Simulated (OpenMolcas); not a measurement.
**C3H4AlF (SMILES C#[C][Al]([CH3])[F]): methods side by side**

C3H4AlF has 9 atoms, charge 0, and is taken as a singlet. SMILES: `C#[C][Al]([CH3])[F]`. The shape is that of a PBE0-D4/def2-TZVP optimisation.

```jsonl
{"atom": "C", "x (Å)": "0.2148", "y (Å)": "2.7699", "z (Å)": "0.3442"}
{"atom": "C", "x (Å)": "0.3055", "y (Å)": "1.6313", "z (Å)": "-0.0550"}
{"atom": "Al", "x (Å)": "0.4066", "y (Å)": "-0.1783", "z (Å)": "-0.6266"}
{"atom": "C", "x (Å)": "-0.4384", "y (Å)": "-1.6622", "z (Å)": "0.2741"}
{"atom": "F", "x (Å)": "1.2862", "y (Å)": "-0.4603", "z (Å)": "-1.9934"}
{"atom": "H", "x (Å)": "0.1392", "y (Å)": "3.7762", "z (Å)": "0.6904"}
{"atom": "H", "x (Å)": "-1.1596", "y (Å)": "-2.1569", "z (Å)": "-0.3836"}
{"atom": "H", "x (Å)": "0.2989", "y (Å)": "-2.4198", "z (Å)": "0.5557"}
{"atom": "H", "x (Å)": "-0.9646", "y (Å)": "-1.3461", "z (Å)": "1.1773"}
```

Each level gives the HOMO–LUMO gap (eV). The values are calculated.

```csv
level,kind,program,value (eV),CPU time
HF/cc-pVDZ,Hartree–Fock,OpenMolcas,12.78,19 s
PBE/cc-pVDZ,GGA,OpenMolcas,5.02,63 s
revPBE/cc-pVDZ,GGA,OpenMolcas,5.05,63 s
M06-L/cc-pVDZ,meta-GGA,OpenMolcas,5.57,61 s
B3LYP/cc-pVDZ,global hybrid,OpenMolcas,6.59,59 s
BHLYP/cc-pVDZ,global hybrid,OpenMolcas,8.97,50 s
M06-2X/cc-pVDZ,hybrid meta-GGA,OpenMolcas,8.94,60 s
B2PLYP/cc-pVDZ,double hybrid,OpenMolcas,9.19,39 s
```

The values span 5.02 to 12.78 eV. Orbital gaps aren't excitation energies, and those of double hybrids come from the SCF part alone; they tend to grow with the share of exact exchange. Times are those of the runs behind each value, whatever else they computed, on shared processors of several kinds: orders of magnitude only.

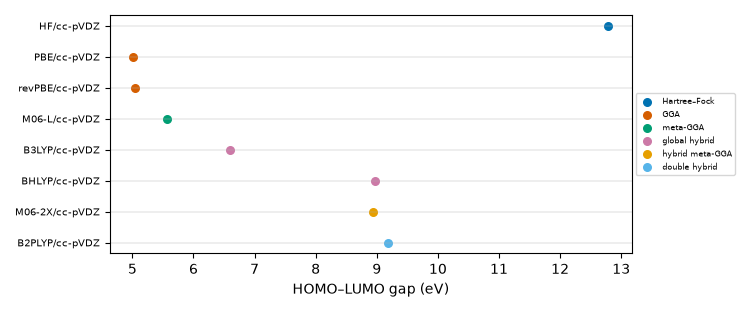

The values of the table, level by level.
